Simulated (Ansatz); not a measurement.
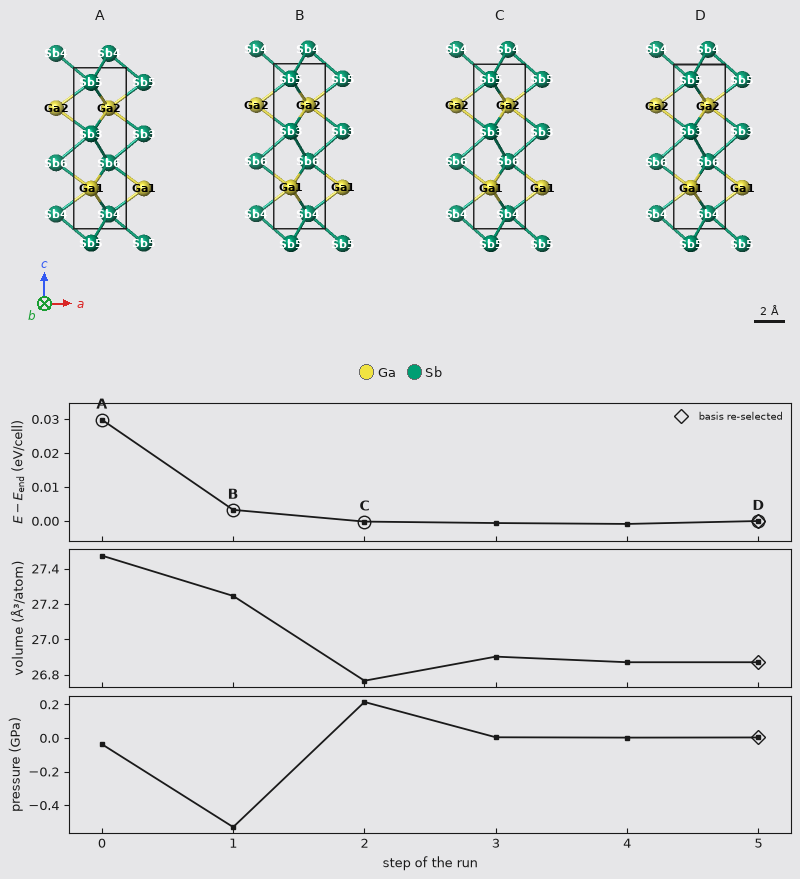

Frames of a relaxation of crystalline GaSb$_{2}$ (built on the 2H molybdenite_194 type), marked on the history of the run. Style: ball-and-stick. Shown: the cell of the calculation, along the b axis.

Case: 2H molybdenite type (P6_3/mmc, No. 194).

Method: Ansatz, DFT PBE, scalar-relativistic, plane waves, PAW.

Input file:
```yaml
crystal:
  lattice:
    - [4.1597421214, 0.0, 0.0]
    - [-2.0798710607, 3.6024423503, 0.0]
    - [0.0, 0.0, 11.0003449797]
  atoms:
    - { symbol: Ga, position: [0.3333333333, 0.6666666667, 0.25] }
    - { symbol: Ga, position: [0.6666666667, 0.3333333333, 0.75] }
    - { symbol: Sb, position: [0.3333333333, 0.6666666667, 0.5901617178] }
    - { symbol: Sb, position: [0.6666666667, 0.3333333333, 0.0901617178] }
    - { symbol: Sb, position: [0.3333333333, 0.6666666667, 0.9098382822] }
    - { symbol: Sb, position: [0.6666666667, 0.3333333333, 0.4098382822] }
basis:
  ecutwfc: 420
kpoints:
  mp_grid: { grid: [12, 12, 4] }
hamiltonian:
  xc: pbe
scf:
  occupations: { method: gaussian, width: 0.1 }
output:
  forces: true
  stress: true
  eigenvalues: true
  write_density: true
  write_potential: true
  elf: true
  volumetric_format: npy
relax:
  adjacent_minimum: "off"
  f_tol: 0.01
  max_steps: 80
  cell: { stress_tol: 0.05 }
```

Run as
```bash
ansatz run input.yaml --threads 1 --pin off --max-ram 2560MiB --backend cpu --events-out ev --progress --plain --runs-dir out
```

Q: Describe the path.

A: The largest moves relative to the cell, 0.019 Å, are those of Sb3, Sb4, Sb5 and Sb6. Sb5 goes along −c. Ga stays in place. Cell: a = b 4.160 → 4.071 Å (−2.1 %), c 11.000 → 11.235 Å (+2.1 %). Volume −2.2 %. Near-neighbour distances that change, for instance: Ga1–Sb4 2.976 → 2.946 Å, Sb3–Sb6 3.115 → 3.127 Å. Among the angles between lasting bonds that change: Ga2–Sb3–Sb6 75.8° → 78.4°, Sb6–Sb3–Sb6 83.8° → 81.2°. The space group stays P6_3/mmc (No. 194). Over 4 accepted moves (5 points after the start) the energy falls by 29.9 meV per cell of the calculation. The largest force component goes from 0.021 to 0.0029 eV/Å. Pressure: −0.04 GPa at the start and 0.00 GPa at the end. The SCF was repeated once at an unchanged geometry on a basis and grid sized afresh for the cell, which shifted the energy by 0.9 meV per cell of the calculation at most. The run took 2.8 min on 1 thread of Intel(R) Xeon(R) Platinum 8375C CPU @ 2.90GHz (Ice Lake), on a shared host, peak memory 0.71 GiB. From step 0 to 1: volume −0.8 %, energy −26.6 meV per cell of the calculation. From step 1 to 2: volume −1.8 %, energy −3.5 meV per cell of the calculation. From step 2 to 5: volume +0.4 %, energy +0.2 meV per cell of the calculation.
